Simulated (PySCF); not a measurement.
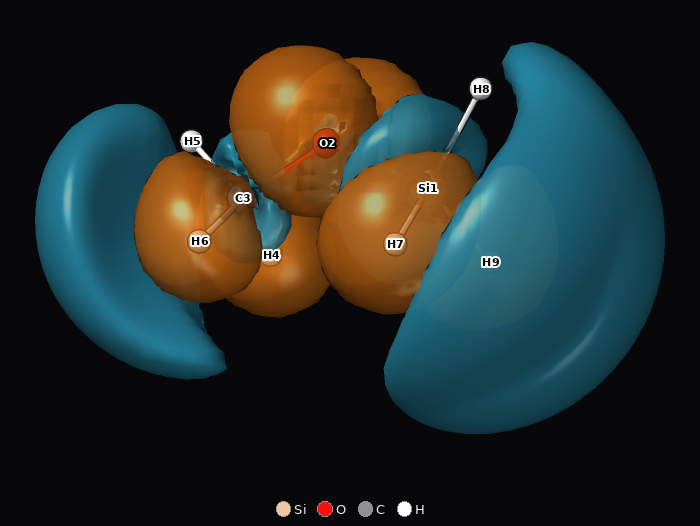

Figure 1: Si(OMe)H3 (CH₆OSi). Unrelaxed difference density of S₃ less the ground state (TDA singlet states), ±0.005 e/Å³; light blue: gain, orange: loss.

Computed with PySCF, PBE0/6-31+G*, geometry: GFN2-xTB. No frequency check shows the geometry to be a minimum.

Q: How does the charge move on excitation?

A: 0.86 e is displaced in all, largely into diffuse regions outside the molecule. The state: 7.52 eV (165 nm), f = 0.056, diffuse (Rydberg-like) orbital; the leading pair carries 99 %; hole on O2 (49 %), Si1 (13 %) and C3 (10 %), electron on Si1 (45 %), C3 (17 %) and H7 and H9 (7 % each) (atom shares of so diffuse an orbital are rough); their centroids lie 1.1 Å apart.

Run time: 30 s on 1 thread of AMD EPYC 7B13 (Zen 3), on a shared host, peak memory 0.45 GiB.
